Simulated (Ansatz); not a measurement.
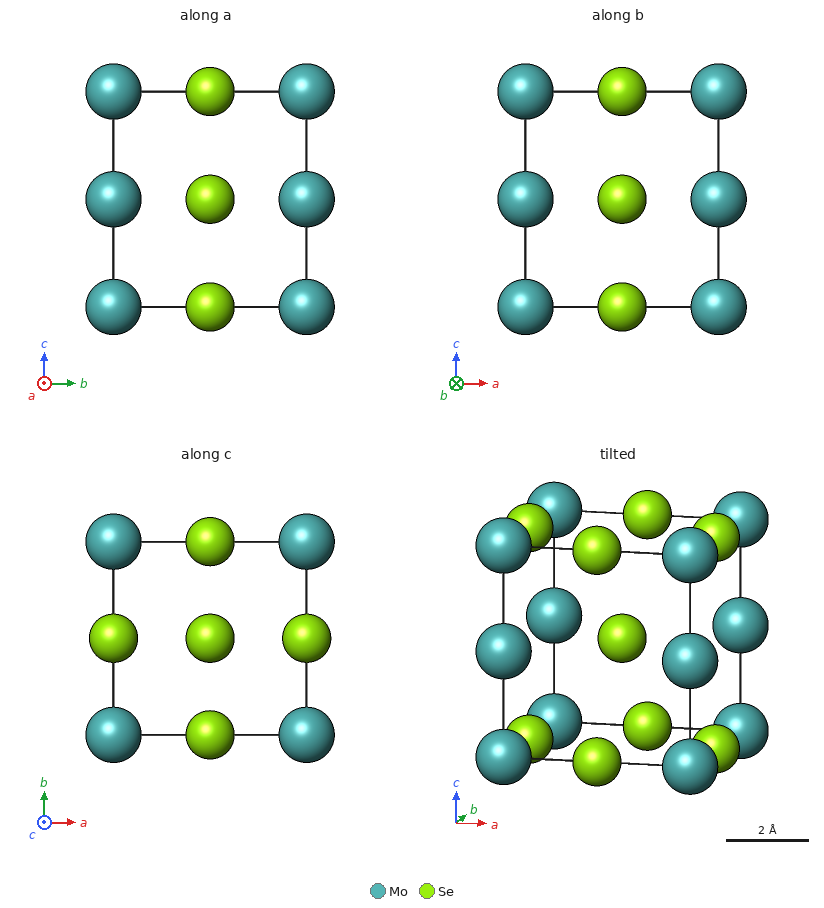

Spheres-only drawing of the structure, looking along the a axis, along the b axis, along the c axis and slightly off an axis. The wireframe shows the conventional unit cell.

Lattice parameters: a = 4.738 Å, b = 4.738 Å, c = 5.284 Å, α = 90.00°, β = 90.00°, γ = 90.00°.

Q: From the views, write a table of Wyckoff sites.

A: Space group P4/mmm (No. 123).
| atom | site | x | y | z |
| --- | --- | --- | --- | --- |
| Mo | 1a | 0.0000 | 0.0000 | 0.0000 |
| Mo | 1b | 0.0000 | 0.0000 | 0.5000 |
| Se | 2f | 0.0000 | 0.5000 | 0.0000 |
| Se | 1d | 0.5000 | 0.5000 | 0.5000 |

Starting structure: a random cell made by a generator, so it need not be a real form of the compound. The geometry is the end of a relaxation with Ansatz, DFT PBE, scalar-relativistic, plane waves, PAW.
